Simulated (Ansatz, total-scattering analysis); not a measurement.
## Assigning the peaks of a pair distribution function

The sample: amorphous 18ZrO2-82SiO2 (mol %) (Si 27.3, Zr 6.1, O 66.7 atom %) at 300 K, fixed volume (mean pressure 2.9 GPa), ρ₀ = 0.0673 Å⁻³. The data come from ab initio molecular dynamics with Ansatz (PBE, plane waves, PAW set soft_1, Langevin thermostat, no spin, fixed volume). The average runs over 1.70 ps of 66 atoms, so shells between rare elements are rough. Mean temperature 345 K, largest m.s.d. 0.09 Å², energy drift +0 meV an atom (last third less first, no steady trend), Langevin friction 2 ps⁻¹; the first quarter of the run is discarded. Preparation: atoms packed at random with minimum distances, then 1.8 ps at 3200 K, 1.8 ps at 1980 K and 1.8 ps at 1060 K with a cheaper basis and a friction of 10 ps⁻¹ (mean temperature of the first stage 3316 K), too short to forget the start in full. So short a stretch relaxes bonds and nearest shells but still remembers its start. It is rigid on the time of the run. A cell quenched within picoseconds keeps more over- and under-coordinated atoms than a real glass or film, so this is a model of such a quench.

S(Q) is the Faber–Ziman total, Σ ci cj fi fj (Sij − 1)/⟨f⟩² + 1. Below 4 Å⁻¹ the partials are summed on the cell's own reciprocal vectors (from 0.63 Å⁻¹) and folded with a Gaussian of σ = 0.14 Å⁻¹; above it they are transforms of g(r) out to 6.7 Å, tapered over the last 40 %. The fold lowers sharp peaks, and with so few vectors their positions are good to about 0.1 Å⁻¹. X-rays take neutral-atom form factors, neutrons coherent lengths (Si 4.15071, Zr 7.16, O 5.8037 fm). G(r) = 4πrρ₀[g(r) − 1] carries the resolution of a Lorch-windowed transform up to 20 Å⁻¹. The patterns are simulated, not measured. The cell is small: beyond half the box only the part of each shell inside it is counted, and low-Q values rest on few vectors.

X-ray, Q (Å⁻¹) and value: 0.6 0.06, 0.9 0.34, 1.2 0.89, 1.5 0.91, 1.8 0.72, 2.1 1.06, 2.4 0.82, 2.7 0.48, 3.0 0.72, 3.3 0.75, 3.6 0.97, 3.9 1.17, 4.2 1.18, 4.5 1.20, 4.8 1.22, 5.1 1.16, 5.4 1.03, 5.7 0.91, 6.0 0.85, 6.3 0.87, 6.6 0.92, 6.9 0.96, 7.2 0.98, 7.5 1.03, 7.8 1.05, 8.1 1.03, 8.4 1.01, 8.7 1.03, 9.0 1.04, 9.3 1.04, 9.6 1.03, 9.9 1.02, 10.2 0.98, 10.5 0.94, 10.8 0.94, 11.1 0.95, 11.4 0.96, 11.7 0.98, 12.0 1.02

neutron, Q (Å⁻¹) and value: 0.6 0.39, 0.9 0.58, 1.2 0.81, 1.5 0.71, 1.8 0.60, 2.1 0.72, 2.4 0.69, 2.7 0.96, 3.0 1.03, 3.3 0.90, 3.6 0.80, 3.9 0.89, 4.2 0.96, 4.5 1.12, 4.8 1.28, 5.1 1.35, 5.4 1.24, 5.7 1.02, 6.0 0.83, 6.3 0.75, 6.6 0.76, 6.9 0.84, 7.2 0.96, 7.5 1.08, 7.8 1.14, 8.1 1.13, 8.4 1.05, 8.7 0.98, 9.0 0.98, 9.3 1.02, 9.6 1.05, 9.9 1.04, 10.2 0.99, 10.5 0.94, 10.8 0.91, 11.1 0.90, 11.4 0.92, 11.7 0.98, 12.0 1.06

G(r):

X-ray, r (Å) and value: 1.0 -0.87, 1.1 -0.89, 1.2 -0.92, 1.3 -1.06, 1.4 -0.67, 1.5 0.70, 1.6 1.91, 1.7 1.65, 1.8 0.56, 1.9 0.21, 2.0 0.42, 2.1 0.05, 2.2 -0.80, 2.3 -1.30, 2.4 -1.29, 2.5 -1.07, 2.6 -0.67, 2.7 -0.27, 2.8 -0.14, 2.9 -0.13, 3.0 -0.10, 3.1 -0.14, 3.2 -0.22, 3.3 -0.11, 3.4 0.12, 3.5 0.18, 3.6 0.13, 3.7 0.17, 3.8 0.29, 3.9 0.31, 4.0 0.28, 4.1 0.28, 4.2 0.23, 4.3 0.06, 4.4 -0.15, 4.5 -0.26, 4.6 -0.26, 4.7 -0.22, 4.8 -0.16, 4.9 -0.11, 5.0 -0.01, 5.1 0.19, 5.2 0.35, 5.3 0.28, 5.4 0.03, 5.5 -0.08, 5.6 0.14, 5.7 0.48, 5.8 0.62, 5.9 0.44, 6.0 0.02

neutron, r (Å) and value: 1.0 -0.87, 1.1 -0.89, 1.2 -0.97, 1.3 -1.21, 1.4 -0.83, 1.5 0.75, 1.6 2.25, 1.7 1.97, 1.8 0.35, 1.9 -0.66, 2.0 -0.69, 2.1 -0.83, 2.2 -1.35, 2.3 -1.56, 2.4 -0.95, 2.5 0.38, 2.6 1.75, 2.7 2.15, 2.8 1.27, 2.9 0.13, 3.0 -0.39, 3.1 -0.46, 3.2 -0.44, 3.3 -0.39, 3.4 -0.34, 3.5 -0.36, 3.6 -0.39, 3.7 -0.34, 3.8 -0.25, 3.9 -0.14, 4.0 -0.01, 4.1 0.14, 4.2 0.16, 4.3 0.01, 4.4 -0.17, 4.5 -0.19, 4.6 -0.01, 4.7 0.21, 4.8 0.33, 4.9 0.33, 5.0 0.27, 5.1 0.24, 5.2 0.24, 5.3 0.19, 5.4 0.06, 5.5 -0.06, 5.6 -0.12, 5.7 -0.16, 5.8 -0.24, 5.9 -0.37, 6.0 -0.41

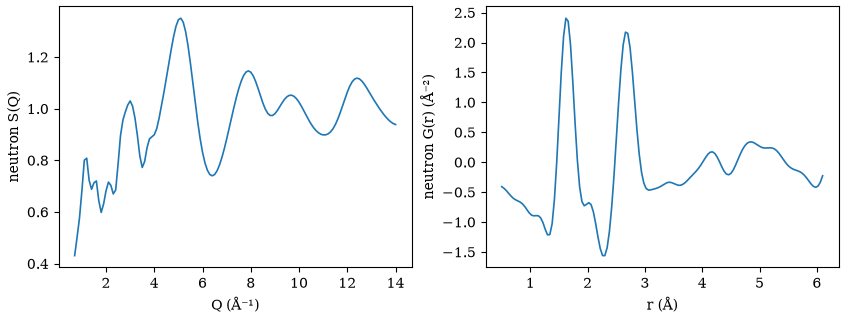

Q: Assign the low-r maxima. Which coordination numbers can be read off, and what are they?

Each pair enters with the weight ci cj fi fj (2 − δij)/⟨f⟩², taking f = Z for X-rays at Q = 0: O–O 0.21 / 0.51; Si–O 0.30 / 0.30; Zr–O 0.19 / 0.11; Si–Zr 0.14 / 0.03; Si–Si 0.11 / 0.04; Zr–Zr 0.04 / 0.01 (X-ray / neutron).

| radiation | maximum (Å) | G (Å⁻²) | pairs that make it (share of the curvature of G, each pair at the same resolution) |
| --- | --- | --- | --- |
| X-ray | 1.63 | 2.03 | Si–O 100 % |
| X-ray | 2.00 | 0.44 | Zr–O 98 % |
| X-ray | 3.87 | 0.31 | Zr–Zr 97 % |
| neutron | 1.63 | 2.43 | Si–O 100 % |
| neutron | 2.68 | 2.19 | O–O 100 % |
| neutron | 4.17 | 0.17 | Si–O 92 % |

The first shell (Si–O, 1.63 Å) shares its range with Zr–O (1.98 Å), whose foot makes its area a rough count only. The maxima can be assigned, but 2 totals can't separate 6 partials, so the counts below come from the model itself.

From the coordinates:

| pair | first peak (Å) | g there | first minimum (Å) | g there | neighbours |
| --- | --- | --- | --- | --- | --- |
| Si–O | 1.63 | 22.3 | 2.08 | 0.00 | 4.0 O per Si, 1.6 Si per O |
| Zr–O | 1.98 | 9.3 | 2.76 | 0.07 | 4.8 O per Zr, 0.4 Zr per O |
| O–O | 2.65 | 4.9 | 3.90 | 0.64 | 10.3 |
| Si–Si | 2.98 | 4.0 | 3.40 | 0.10 | 3.2 |
| Si–Zr | 3.47 | 3.9 | 3.88 | 0.53 | 1.0 Zr per Si, 4.4 Si per Zr |

Bonded neighbours (only these pairs count: cutoffs Si–O 2.08 Å, Zr–O 2.76 Å): Si: 4 100 %; Zr: 4 15 %, 5 85 %; O: 2 92 %, 3 7.7 %. Bridging oxygens per network former of four or fewer bonds: Si: Q2 17 %, Q3 44 %, Q4 39 %. Oxygen by network formers bound (Si, B, P, Ge and Al count): none 2.3 %, one 32 %, two 66 %. O–Si–O peak at 106°, Si–O–Si peak at 128° and O–Zr–O peak at 92°. These counts come from 15 frames.

Unlike atoms are nearest: the pair functions peak at 1.63 Å (Si–O) and 2.65 Å (O–O). The ratio of these peaks, 1.63 (±0.04), compares with 1.73 for a triangle, 1.63 for a tetrahedron and 1.41 for an octahedron, and Si has 4.0 anions. The weights that differ most between the probes (X-ray, neutron): O–O 0.21 and 0.51, Si–Zr 0.14 and 0.03 and Zr–O 0.19 and 0.11. At 3.00 Å⁻¹ neutrons show a peak (1.03) where X-rays give 0.72: term by term, w(S − 1) with f = Z as a rough X-ray weight: O–O +0.49 against +0.20, Si–Zr -0.02 against -0.07 and Si–Si +0.03 against +0.07 (neutron against X-ray).
